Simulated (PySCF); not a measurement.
## C$_{4}$H$_{8}$F$_{2}$: NMR shielding calculation

System: C$_{4}$H$_{8}$F$_{2}$, SMILES CC(C)(F)CF.
Method: GIAO PBE0/pcSseg-1 NMR shielding, non-relativistic, gas phase (PySCF 2.14.0).

The geometry comes from this level: GFN2-xTB. Figures and captions count atoms from 1; the log counts them from 0 in places.

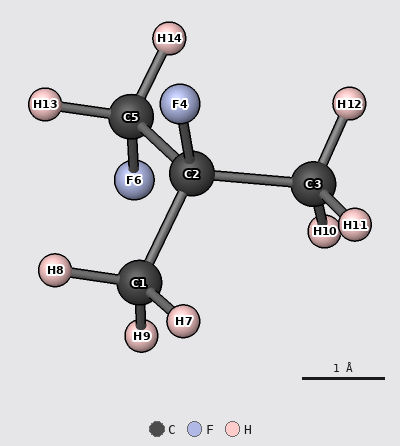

**Figure 1.** The structure (ball-and-stick view, seen at a tilt; atoms are numbered from 1 in the order of the input).

Key numbers

| quantity | value |
| --- | --- |
| outcome | converged |
| total energy | −356.513114 hartree |
| HOMO | −9.04 eV |
| LUMO | 1.46 eV |
| dipole moment | 0.47 D |
| isotropic shielding, C | 91.9 to 161.0 ppm |
| isotropic shielding, F | 362.4 to 428.8 ppm |
| isotropic shielding, H | 27.2 to 30.3 ppm |
| hardware | 1 CPU thread, shared host |
| wall time | 29 s |
| peak memory | 0.7 GiB |

The input
```
{"job": {"kind": "nmr", "xc": "PBE0", "basis": "pcSseg-1"}, "charge": 0, "multiplicity": 1}
C      1.379807    -0.457271     0.125833
C     -0.070974    -0.036506    -0.066715
C     -1.047598    -0.973092     0.631456
F     -0.352576    -0.057378    -1.433914
C     -0.288962     1.421160     0.364361
F      0.004305     1.571345     1.693138
H      1.514430    -1.488427    -0.189983
H      2.034076     0.176681    -0.468135
H      1.647523    -0.364148     1.174421
H     -0.912933    -0.901198     1.706944
H     -0.874515    -1.998425     0.314607
H     -2.070079    -0.699820     0.380131
H      0.370146     2.090413    -0.197256
H     -1.333328     1.716192     0.222971
```

The first line tells a small driver script what to run in PySCF; the rest is the geometry in Å.

Command:
```bash
OMP_NUM_THREADS=1 python <driver script> task.json out
```

Log
```
coarse grid: 11480 points
cycle   1  E = -356.3869461375  dE =  4.962e-01  |g| = 6.568e-01  |ddm| = 2.994e+00
cycle   2  E = -356.3378523872  dE =  4.909e-02  |g| = 8.929e-01  |ddm| = 9.739e-01
cycle   3  E = -356.4610625121  dE = -1.232e-01  |g| = 7.678e-02  |ddm| = 5.960e-01
cycle   4  E = -356.4621219415  dE = -1.059e-03  |g| = 2.953e-02  |ddm| = 6.922e-02
cycle   5  E = -356.4623157767  dE = -1.938e-04  |g| = 4.541e-03  |ddm| = 2.389e-02
cycle   6  E = -356.4623186615  dE = -2.885e-06  |g| = 2.561e-03  |ddm| = 4.717e-03
final grid: 111016 points
cycle   7  E = -356.5130945611  dE = -4.591e-05  |g| = 9.526e-03  |ddm| = 2.537e-02
cycle   8  E = -356.5130799296  dE =  1.463e-05  |g| = 1.344e-02  |ddm| = 1.587e-02
cycle   9  E = -356.5131136156  dE = -3.369e-05  |g| = 1.164e-03  |ddm| = 8.778e-03
cycle  10  E = -356.5131138551  dE = -2.395e-07  |g| = 2.347e-04  |ddm| = 9.360e-04
cycle  11  E = -356.5131138647  dE = -9.621e-09  |g| = 3.746e-05  |ddm| = 1.681e-04
cycle  12  E = -356.5131138650  dE = -2.258e-10  |g| = 1.614e-05  |ddm| = 3.688e-05
```

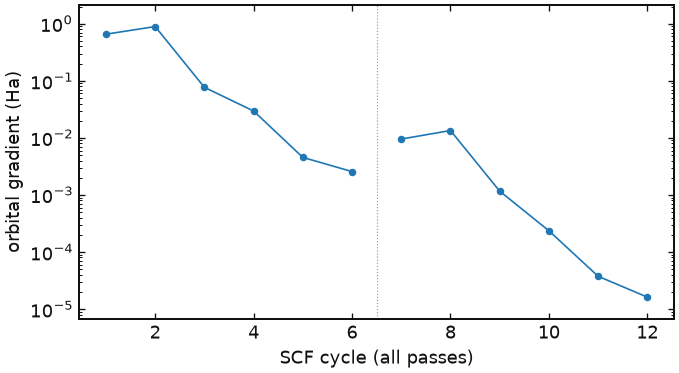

**Figure 2.** Convergence of the self-consistent field: orbital gradient against the SCF cycle. The dotted line marks the change from a coarse to the final integration grid. The first 6 cycles use a coarse grid, the final grid takes over at cycle 7, and the field converges after 12 cycles in all.

```
converged SCF energy = -356.5131138650

GIAO shielding tensors (ppm)
atom      isotropic    diamagn.    paramagn.     s11        s22        s33       span
  0 C      160.985     249.338     -88.353    143.266    152.070    187.618     44.352
  1 C       91.875     241.422    -149.546     55.810     70.406    149.411     93.601
  2 C      160.640     249.243     -88.603    142.260    151.974    187.685     45.425
  3 F      362.356     476.307    -113.951    336.410    364.128    386.529     50.118
  4 C       96.098     243.630    -147.532     70.313     81.218    136.761     66.448
  5 F      428.817     473.120     -44.303    401.626    415.493    469.331     67.706
  6 H       30.262      30.322      -0.060     26.368     28.797     35.620      9.252
  7 H       30.333      30.245       0.087     26.600     27.802     36.596      9.996
  8 H       30.201      30.314      -0.114     26.475     28.885     35.242      8.768
  9 H       30.211      30.191       0.020     26.518     28.845     35.271      8.753
 10 H       30.243      30.206       0.037     26.331     28.786     35.611      9.279
 11 H       30.331      30.098       0.233     26.617     27.800     36.576      9.958
 12 H       27.180      29.489      -2.309     23.860     27.511     30.171      6.311
 13 H       27.182      29.473      -2.291     23.927     27.478     30.142      6.215
```

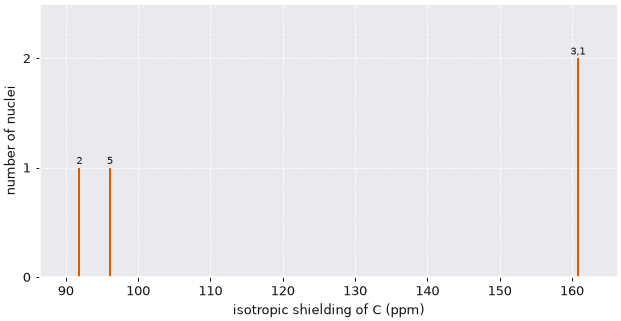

**Figure 3.** Isotropic shieldings of the carbon nuclei in this fixed geometry, labelled by atom number; shielding grows to the right, so chemical shift grows to the left. The least shielded is C2 (91.9 ppm), the most shielded C1 (161.0 ppm).

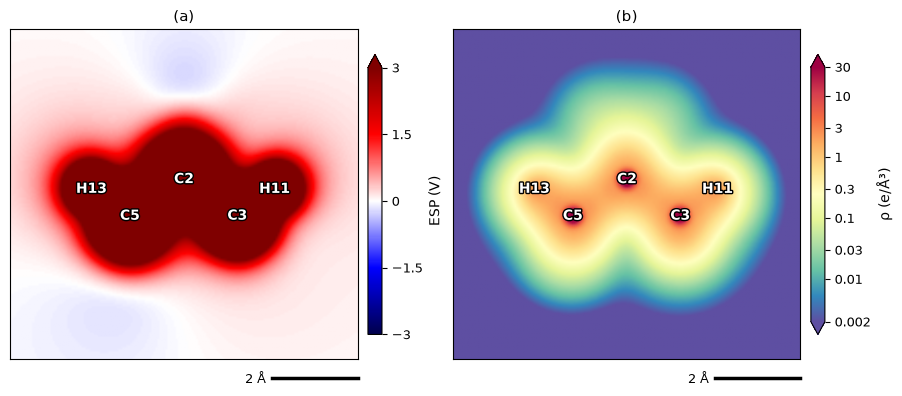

**Figure 4.** (a) electrostatic potential; (b) electron density on the plane of atoms C2, C5 and H13. The section cuts through C and H sites. C–C (1.52 Å): ρ at the midpoint is about 1.7 e/Å³. C–H (1.09 Å): ρ at the midpoint is about 2 e/Å³. The potential has no marked negative region in this plane.

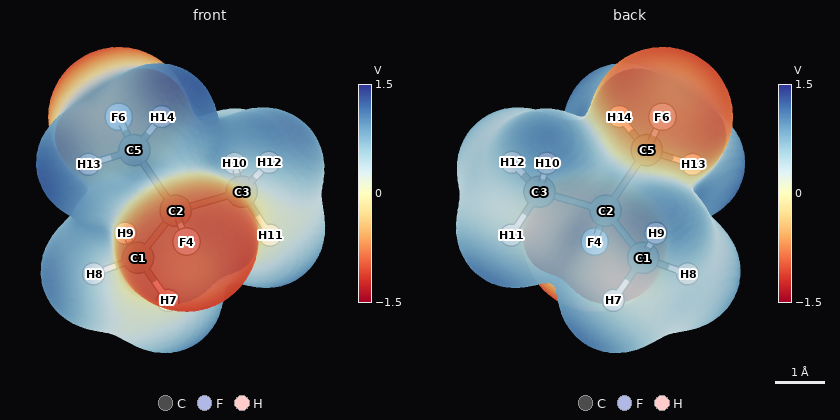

**Figure 5.** The molecular electrostatic potential painted on the density surface at 0.004 e/bohr³, seen at a tilt and from behind; the colour scale runs from red (negative) to blue (positive). A positive charge is drawn to the negative regions and a negative charge to the positive ones. Its dipole moment is 0.47 D.
